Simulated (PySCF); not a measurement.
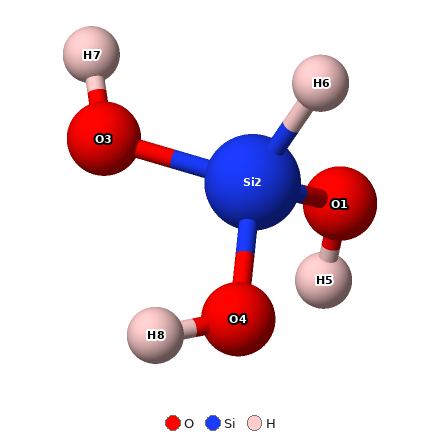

SiH₄O₃, SMILES O[SiH](O)O. Vertical core-electron binding energies by ΔSCF (SCAN, def2-TZVP on the ionised atom, pcseg-1 elsewhere, spin-free X2C; PySCF 2.14.0, at a PBE0-D3(BJ)/def2-SVP geometry (no frequency check)), gas phase, against the vacuum level. One atom of each kind was ionised; within a panel, areas follow the number of like atoms and 2j + 1 (2p levels are split by first-order spin-orbit coupling, an approximation), each panel is scaled alone, Gaussians of 1.0 eV full width. Only the regions named are shown. Lines closer than the width merge in the curve.

### Predict the Si 2p, Si 1s and O 1s photoelectron lines.

```tsv
level	atoms	binding energy (eV)
Si 2p1/2	Si2	109.2
Si 2p3/2	Si2	108.6
Si 1s	Si2	1852.4
O 1s	O1, O3, O4	539.5
```

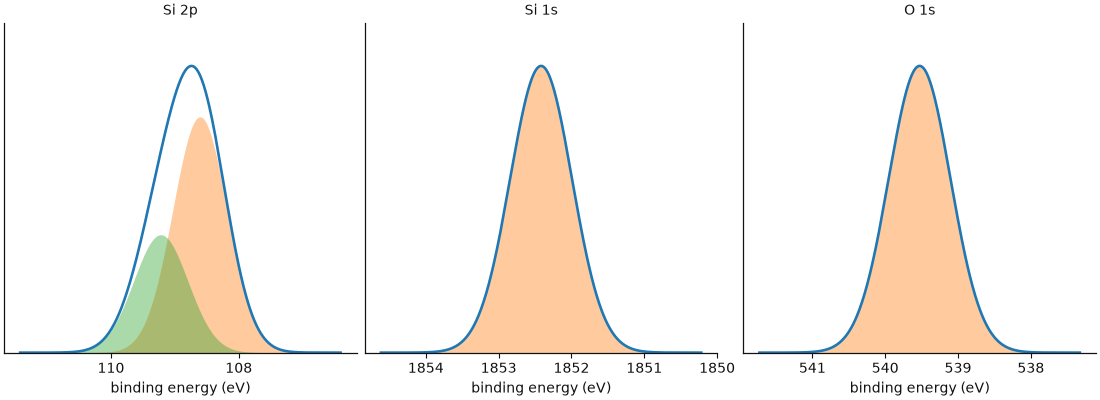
